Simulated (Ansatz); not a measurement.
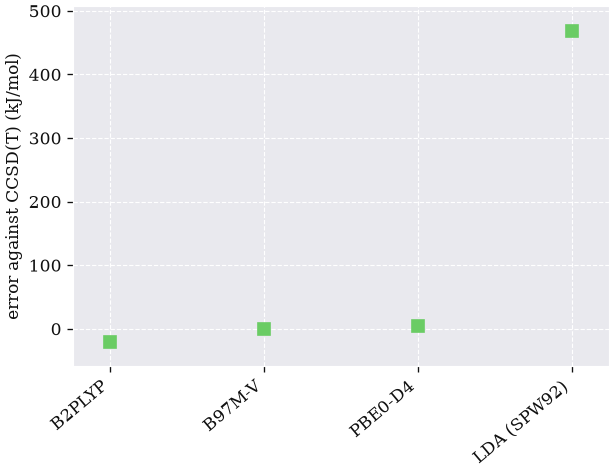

Error in the electronic atomisation energy (method less reference, so positive means overbinding) of CH₅NO, SMILES CON: functionals in def2-TZVPP against frozen-core CCSD(T) at the limit (scheme: direct), which gives 2692.8 kJ/mol, at a PBE0-D4/def2-TZVP geometry (a minimum by its frequencies), no zero-point or spin-orbit term, the Ansatz code 0.2.0. The reference leaves out core correlation, a term that grows with the number of heavy atoms. B2PLYP holds a correlation term that converges slowly with the basis, so part of the distance to the limit is basis error. No dispersion term is added to B2PLYP.

What range do the values span?

From −20.1 kJ/mol (B2PLYP) to 468.2 kJ/mol (LDA (SPW92)).

Give the values.

| level | kJ/mol |
| --- | --- |
| B2PLYP | −20.1 |
| B97M-V | −0.3 |
| PBE0-D4 | 3.9 |
| LDA (SPW92) | 468.2 |
